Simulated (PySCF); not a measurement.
# GaC: bond curves at several levels of theory

What are the lowest state that PBE0 finds, the bond length, vibrational wavenumber and bond energy of GaC, and how much do these hang on the method?

Program: PySCF 2.14.0. Level of theory: Ga def2-SVP, C def2-SVP, no relativity. These are calculated values, not measurements.

## 1. Input

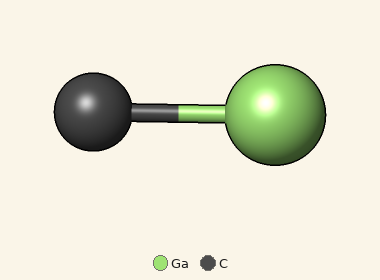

The two atoms at the starting distance (gallium green, carbon dark grey).

The job is set up so:

```
atoms                         : Ga, C
charge                        : 0
basis                         : Ga def2-SVP, C def2-SVP
Hamiltonian                   : no relativity
basis functions               : 46
electrons treated             : 37
masses in u                   : 68.9256, 12.0000
levels                        : PBE0, PBE, r²SCAN, BLYP, B3LYP, TPSS, HF, MP2, SCS-MP2, CCSD, CCSD(T)
grid                          : 80 radial by 434 angular points
occupations                   : held fixed by the projection of orbital angular momentum
dissociation limit            : Ga + C, each in its ground configuration
starting distance in angstrom : 1.915
values of 2S to try           : 1, 3
```

The run is started by

```bash
> OMP_NUM_THREADS=1 python dia.py task.json out
```

After this run come: PBE0 along the bond; Other states along the same grid; PBE (GGA); r²SCAN; BLYP (GGA); B3LYP (global hybrid GGA); TPSS; UHF (mean field); Adding correlation.

What does the calculation give? Wanted: for each run, Re; ωe; De; μ.

As calculated:

Lowest PBE0 solution found, without spin–orbit coupling: ⁴Σ⁻ (quartet), unpaired electrons σ ↑, π ↑↑. State 2 has its PBE0 minimum 0.56 eV higher, as a spin-mixed determinant (⟨S²⟩ = 1.77), so this is no gap between pure states. State 3 has its PBE0 minimum 0.65 eV higher, as a spin-mixed determinant (⟨S²⟩ = 1.76), so this is no gap between pure states. State 4 has its PBE0 minimum 1.51 eV higher. The other levels ran on the lowest alone.

```tsv
level	Re (Å)	ωe (cm⁻¹)	De (eV)	μ (D)
UHF	2.030	558	2.35	-1.50
UHF-MP2	2.006	574	2.97	n/a
UHF-SCS-MP2	2.011	569	2.70	n/a
UHF-CCSD	2.004	572	2.86	n/a
UHF-CCSD(T)	2.003	571	2.95	n/a
PBE	2.010	536	3.57	-1.83
BLYP	2.031	513	3.25	-1.87
TPSS	2.013	538	3.43	-1.81
r²SCAN	1.996	559	3.47	-1.70
B3LYP	2.015	536	3.13	-1.95
PBE0	2.001	556	3.34	-1.88
```

De is counted to Ga + C in their ground configurations. A positive dipole means Ga(−)C(+).

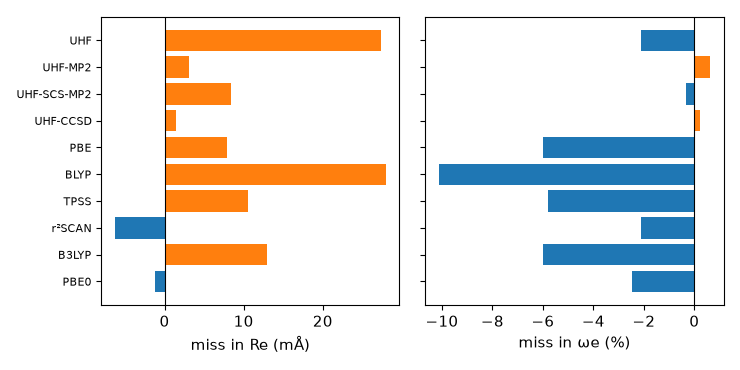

How far each level lies from CCSD(T) in the same basis.

**Reading.** Against CCSD(T) in the same basis, the bond length is nearest at UHF-CCSD and PBE0 (1 mÅ off) and farthest at BLYP (+28 mÅ); the wavenumber is nearest at UHF-CCSD (+0.2 %) and farthest at BLYP (-10.1 %). CCSD(T) in a basis this small is itself some way from its limit, more so than the functionals. Among the levels with a De in the table, it runs from 2.35 eV (UHF) to 3.57 eV (PBE).

Correlated steps freeze 10 core orbitals.
